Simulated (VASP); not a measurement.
Band structure of Se (trig). These are vdW-DF-cx, VASP's PBE PAW potentials (set 64) (plane waves; VASP) values and carry that method's errors.

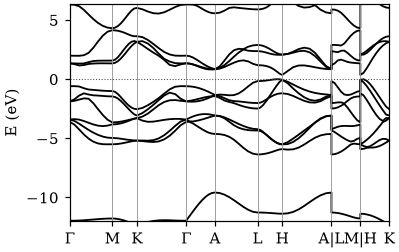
*Bands along high-symmetry lines, zero at the valence-band maximum or, without a gap, the Fermi level*

Problem. Read the plot: is there a gap, and where are the band edges?

Solution. The gap is indirect, 0.36 eV, from the valence maximum at L-H at 0.78 to the conduction minimum at H. (Edges off the drawn lines would not show.)

The compound is Se in the trig structure. It was relaxed first, which changed the volume by -11 %.
